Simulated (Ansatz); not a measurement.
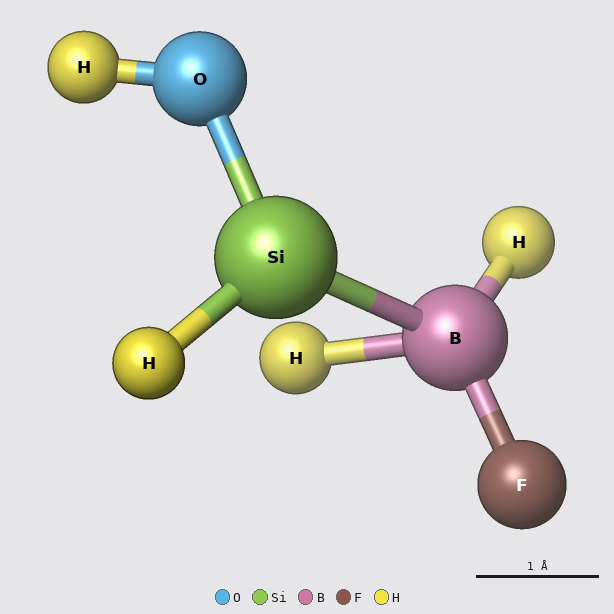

Atoms fade into the background with distance from the viewer. Computed geometry: PBE0-D4/def2-TZVP optimisation. No frequency run is at hand to confirm it as a minimum. Masses are those of the most abundant isotopes; constants are for the rigid equilibrium geometry.

What kind of rotor is it, and what are its rotational constants in GHz?

Answer. An asymmetric top (C1): A = 26.0, B = 2.59, C = 2.40 GHz. Ray's parameter κ is −0.98, close to the prolate limit.
